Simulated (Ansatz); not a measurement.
Input file:

```
crystal:
  periodic: [false, false, false]
  atoms:
    - {symbol: O, position_ang: [-1.249943, 0.120909, -0.346245]}
    - {symbol: P, position_ang: [1.505519, 0.030303, 0.698686]}
    - {symbol: Si, position_ang: [0.035244, 1.185996, -0.646870]}
    - {symbol: Si, position_ang: [-0.554663, -1.000761, 0.719094]}
    - {symbol: H, position_ang: [0.400435, 1.239825, -2.088499]}
    - {symbol: H, position_ang: [-0.277750, 2.555580, -0.158133]}
    - {symbol: H, position_ang: [1.947923, -0.774845, -0.399201]}
    - {symbol: H, position_ang: [-0.577767, -2.386288, 0.176565]}
    - {symbol: H, position_ang: [-1.229008, -0.970720, 2.044593]}
basis:
  gaussian:
    orbitals: def2-TZVPD
hamiltonian:
  xc: pbe0
output: {forces: true, orbitals: {seedname: orbitals}}
```

Run with:

```sh
ansatz run input.yaml --threads 2 --pin off --max-ram 4350MiB --events-out events.jsonl --progress --plain --runs-dir runs
```

Geometry: B3LYP-D3(BJ)/def2-SVP.

Computed with Ansatz 0.2.0, isolated molecule in a Gaussian basis; Kohn-Sham density functional theory, functional PBE0.

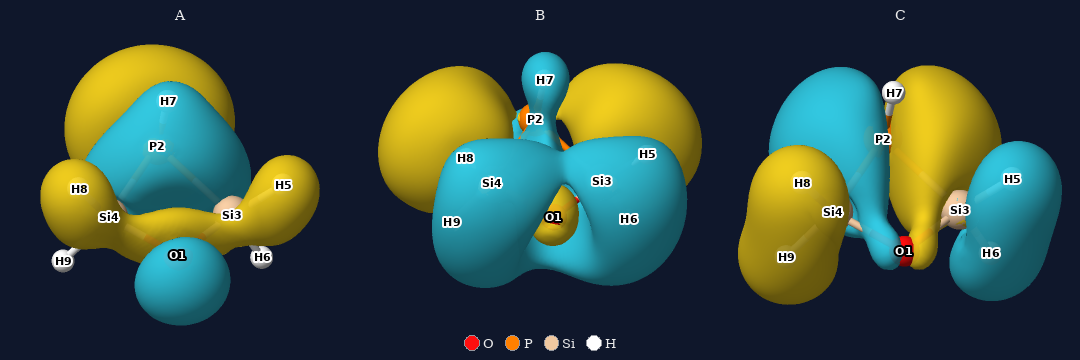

H5OPSi2 (SMILES O1[SiH2]P[SiH2]1). Three frontier orbitals at ±0.05 Å⁻³ᐟ² (yellow and cyan are the two phases), in no order.

### Which picture is the HOMO−1, the HOMO and the LUMO?

C is the HOMO−1 (−8.17 eV). By Hirshfeld shares it lies mainly on P2 (about 45 %), Si3 (about 20 %) and Si4 (about 20 %). A is the HOMO (−7.52 eV). It lies mainly on P2 (about 60 %), O1 (about 15 %), Si3 (about 10 %) and Si4 (about 10 %). B is the LUMO (−1.08 eV). It lies mainly on Si4 (about 30 %), Si3 (about 30 %) and P2 (about 15 %).

### What is the HOMO–LUMO gap?

6.44 eV between the orbital energies.
